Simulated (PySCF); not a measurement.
**Cl3H2NTi, SMILES `N[Ti](Cl)(Cl)Cl`: what the electrons do**

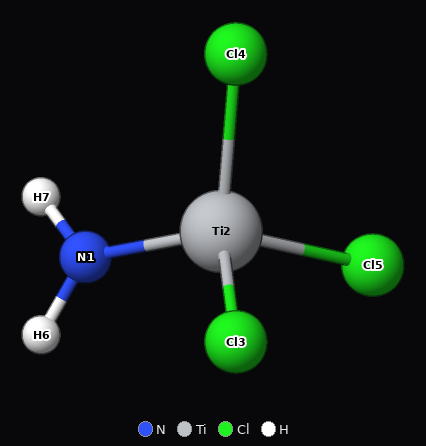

The molecule, with its atoms numbered as below. No frequency check shows the geometry to be a minimum.

Cartesian coordinates (Å):

```
N1      -0.0001    0.0786   -2.0984
Ti2     -0.0002    0.0164   -0.2838
Cl3     -1.7275    0.9541    0.5394
Cl4      1.7231    0.9619    0.5393
Cl5      0.0047   -1.9802    0.4701
H6      -0.8278    0.0880   -2.6978
H7       0.8272    0.0917   -2.6978
```

Part 1: Excited states

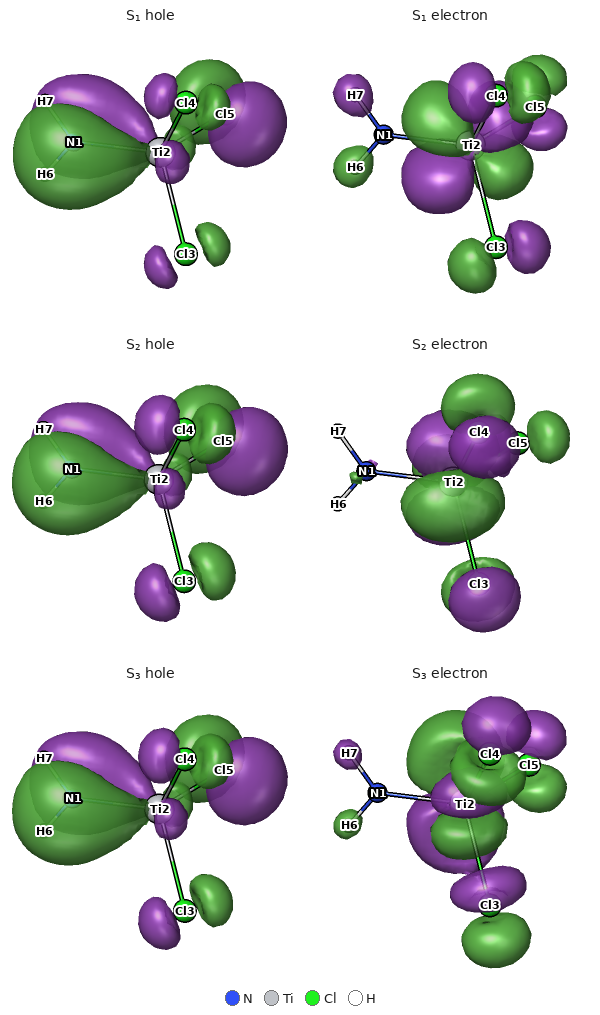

Leading natural transition orbitals (TDA singlet states).

Method: B3LYP/def2-SVP; geometry: GFN2-xTB; program: PySCF. This is a single-reference result, which may miss multireference character in this system. Without diffuse functions Rydberg states are missing, so the states' numbers hold for this basis only.

**Describe these excited states.**

By state:
- S₁: 3.63 eV (342 nm), f = 0.003, ligand-to-metal charge transfer; the leading pair carries 99 %; hole on N1 (56 %), Cl5 (18 %) and Ti2 (12 %), electron on Ti2 (74 %), Cl3 and Cl4 (7 % each) and Cl5 (6 %); their centroids lie 1.1 Å apart.
- S₂: 4.11 eV (302 nm), f = 0.008, ligand-to-metal charge transfer; the leading pair carries 98 %; hole on N1 (50 %), Cl5 (21 %) and Ti2 (10 %), electron on Ti2 (71 %), Cl3 and Cl4 (11 % each) and Cl5 (5 %); their centroids lie 1.1 Å apart.
- S₃: 4.40 eV (282 nm), f = 0.000 (dark), ligand-to-metal charge transfer; the leading pair carries 98 %; hole on N1 (52 %), Cl5 (20 %) and Ti2 (11 %), electron on Ti2 (68 %), Cl3 and Cl4 (10 % each) and Cl5 (7 %); their centroids lie 1.1 Å apart; S₄ lies within 0.1 eV of it.

Part 2: In an electric field

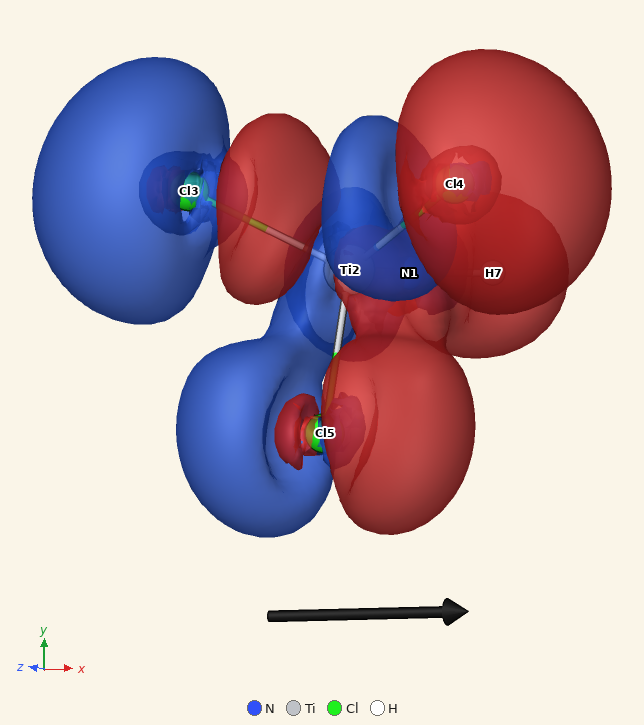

Change of the electron density in a uniform field of 0.51 V/Å along +x (arrow), surfaces at ±0.002 e/Å³ (blue: gain, red: loss).

Computed with PySCF, PBE/def2-SVPD, geometry: GFN2-xTB. This is a single-reference result, which may miss multireference character in this system.

The field was applied in both directions; the picture shows the one opposite to the script's first.

**What dipole is induced, and what polarisability does it imply?**

The induced dipole is 2.36 D (along the field); α along this axis, from the fields in both directions, is 93 bohr³ (13.7 Å³).

Part 3: Removing or adding an electron

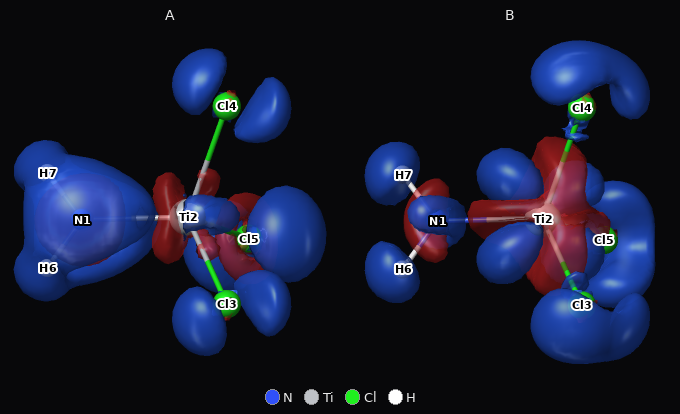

The two Fukui functions at ±0.02 e/Å³ (blue positive, red negative).

Method: B3LYP/def2-TZVP; geometry: GFN2-xTB; program: PySCF. This is a single-reference result, which may miss multireference character in this system.

**Which panel is f⁻ (electron removed) and which f⁺ (electron added)?**

A is f⁻, B is f⁺. f⁻ (Hirshfeld-condensed) is largest on Cl5 (0.24), N1 (0.23) and Cl3 and Cl4 (0.15 each); the vertical ionisation energy is 10.23 eV (the stability of the cation's solution wasn't checked). f⁺ (Hirshfeld-condensed) is largest on Ti2 (0.24), Cl3 and Cl4 (0.19 each) and Cl5 (0.18); the vertical electron affinity is 1.30 eV (the stability of the anion's solution wasn't checked; the anion's highest orbital has positive energy, so this value and f⁺ depend on the basis).

**What chemical potential and hardness follow from the two energies?**

μ = −(I + A)/2 = −5.77 eV and η = I − A = 8.93 eV.

Part 4: Localised orbitals

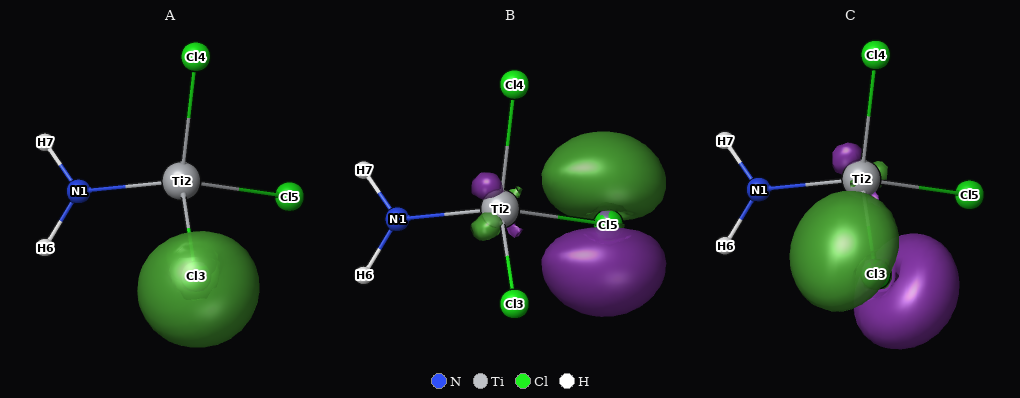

Pipek–Mezey orbitals, occupied; each surface holds about 70 % of the orbital's density. Energies are diagonal elements of the Fock matrix.

Level of theory: BLYP/def2-TZVP (PySCF), at a geometry from GFN2-xTB. This is a single-reference result, which may miss multireference character in this system.

**What does each orbital represent in a Lewis picture?**

By panel:
- A: lone pair on Cl3 (s-type) (Cl3 99 %; −16.9 eV)
- B: lone pair on Cl5 (p-type) (Cl5 91 %, Ti2 8 %; −8.1 eV)
- C: lone pair on Cl3 (p-type) (Cl3 92 %, Ti2 8 %; −8.3 eV)

The PySCF runs shown took 90 s, 50 s, 100 s and 28 s on 1 thread of Intel(R) Xeon(R) Platinum 8488C (Sapphire Rapids), on a shared host.
